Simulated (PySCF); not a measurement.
C2H10NSi, charge +1, SMILES `C[SiH2]C[NH3+]`.

Method: HF/def2-SVPD; geometry: GFN2-xTB; program: PySCF. No frequency check shows the geometry to be a minimum.

Cartesian coordinates (Å):

```
C1      -2.1979    0.4496   -0.0003
Si2     -0.6132   -0.5607    0.0000
C3       0.8980    0.6875    0.0006
N4       2.2041   -0.0342   -0.0002
H5      -2.2680    1.0866   -0.8789
H6      -2.2674    1.0881    0.8784
H7      -3.0697   -0.1995    0.0005
H8      -0.3567   -1.3581    1.2044
H9      -0.3574   -1.3602   -1.2019
H10      0.8708    1.3336    0.8731
H11      0.8702    1.3321   -0.8759
H12      2.2656   -0.6335    0.8309
H13      3.0038    0.6126   -0.0003
H14      2.2650   -0.6349   -0.8313
```

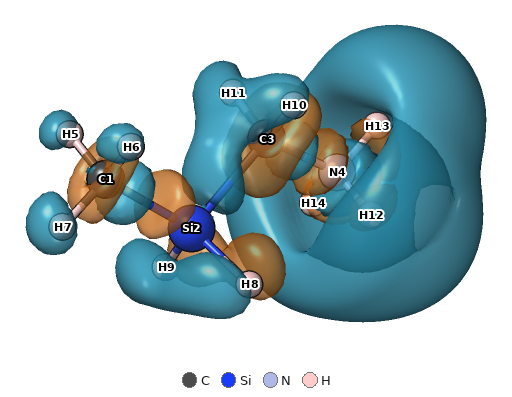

Fukui function f⁺ = ρ(N+1) − ρ(N) at fixed geometry, surfaces at ±0.01 e/Å³ (light blue positive, orange negative).

Which atoms respond most to the addition of an electron?

f⁺ (Hirshfeld-condensed) is largest on H13 (0.22) and H12 and H14 (0.19 each); the vertical electron affinity is 2.60 eV (the stability of the neutral species's solution wasn't checked). Condensed values hint at sites of nucleophilic attack but needn't mark the atom that reacts. Shares this close don't rank the sites. Orbital relaxation makes it negative in places (0.16 e in all).
